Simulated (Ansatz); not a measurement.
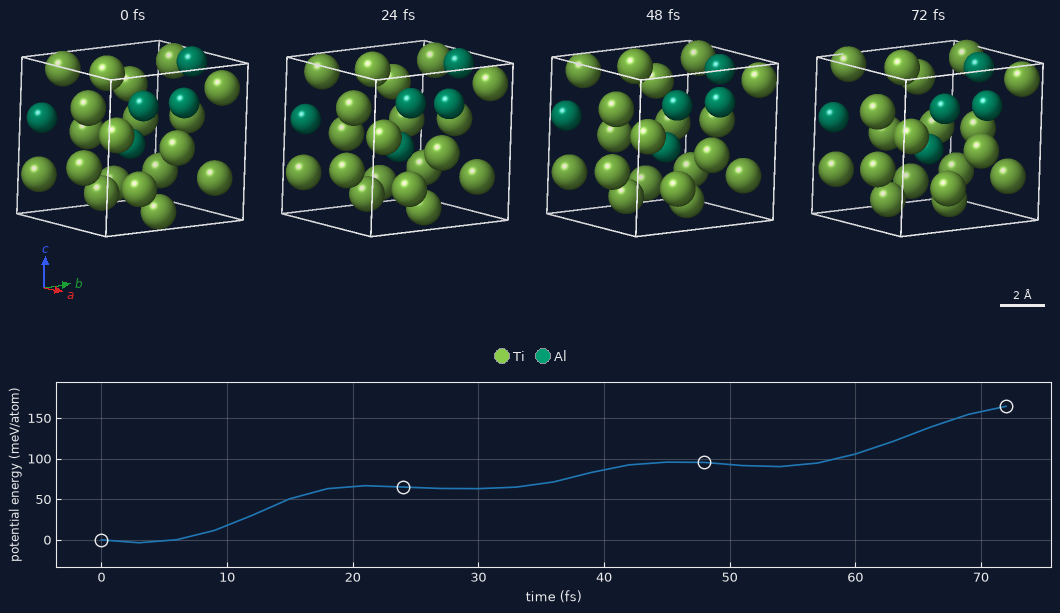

First-principles dynamics of an amorphous cell of composition Ti$_{19}$Al$_{5}$ (24 atoms in the cell), 72 fs long. Frames and the history of the run. Style: spheres-only. Shown: the simulation cell, from a free direction.

Computed with DFT PBE, scalar-relativistic, plane waves, PAW (Ansatz 0.2.0). Run with plane-wave cutoff 320 eV; k-point mesh 1 × 1 × 1; Fermi-Dirac smearing 0.216 eV; volume 1.05 times that of the relaxed crystal; set temperature 2510 K; time step 3 fs.

Question: Describe the run.

Answer: The mean temperature in the second half is 2431 K (standard deviation 216 K). The potential energy is still drifting at the end, so the run hasn't reached equilibrium. The potential energy in the second half lies on average 108 meV per atom above the first frame. The mean pressure there is 1.9 GPa. Root-mean-square distances from the starting positions over the second half, with the common drift of all atoms taken out: Ti 0.40 Å, Al 0.33 Å. The run lasts only 72 fs, too short to tell vibration from diffusion.

Limits of the set-up: the k-point mesh is coarse for a cell with partly filled bands; the cutoff lies below the recommended one; the periodic images lie only 7.4 Å apart, so the values are limited by the cell's size.
